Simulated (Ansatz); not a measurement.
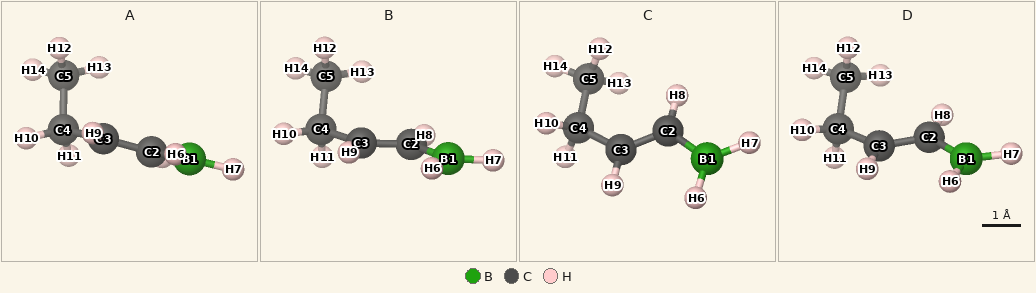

4 geometries from a converged minimum-energy path of C4H9B, shuffled. Style: ball-and-stick. Shown from a free direction.

Method: RKS PBE0/def2-SVP in Ansatz. Settings: 9 movable images; climbing image; force threshold 0.05 eV/Å; iteration limit 60; starting path by image-dependent pair potential.

Which of them lies highest in energy?

Answer. B. In order along the path, whose images run from 0 to 10: A (image 3, +1.11 kcal/mol), B (image 5, +1.96 kcal/mol), D (image 7, +1.31 kcal/mol), C (image 10, −0.36 kcal/mol). The motion is a rotation about the C3–C4 bond by about 125°. No bond forms or breaks between the ends.
